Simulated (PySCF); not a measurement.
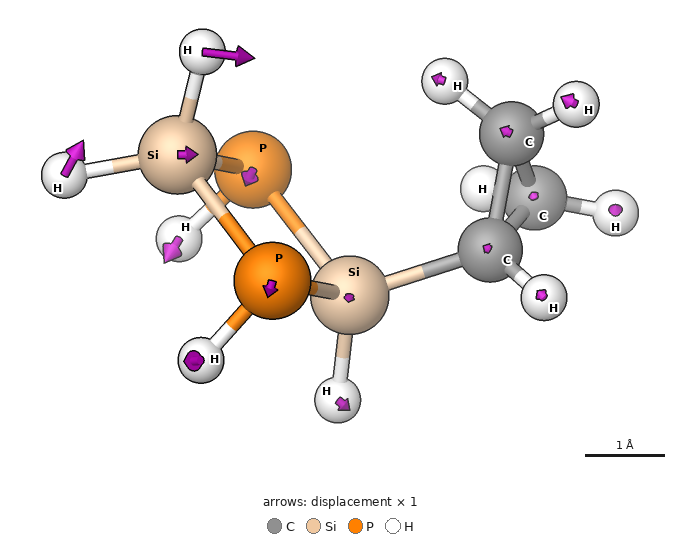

This is a relaxation of C$_{3}$H$_{10}$P$_{2}$Si$_{2}$. The starting structure is drawn; purple arrows show the displacements, at their true length. The two geometries are superimposed by the best rigid fit.

Style: ball-and-stick. Shown at a tilt.

The start comes from GFN2-xTB.

These are results of PBE0-D3(BJ)/def2-SVP geometry optimisation, gas phase in PySCF 2.14.0, density-fitted response routines, not measurements. 

Question: Atoms of which element are displaced furthest, and by how much?

Answer: Hydrogen: up to 0.70 Å, against 0.29 Å for phosphorus.

Question: Describe the change and its energy.

Answer: After 11 geometry steps the energy has fallen by 4.52 kcal/mol. Largest force component: 0.98 eV/Å at the start, 0.019 eV/Å at the end. The atom that moves furthest after the best rigid fit is an H atom (0.70 Å). Largest moves by element: H 0.70 Å, P 0.29 Å, Si 0.28 Å, C 0.18 Å. Among the contacts that change: H–P 1.382 → 1.433 Å, H–Si 1.462 → 1.495 Å, P–Si 2.266 → 2.285 Å, C–Si 1.879 → 1.861 Å. Among the angles between lasting bonds that change: Si–P–Si 82.7° → 77.5°, Si–P–Si 82.7° → 77.6°, Si–P–H 95.0° → 90.4°. The run took of the order of 2.9 core-minutes on a shared host.
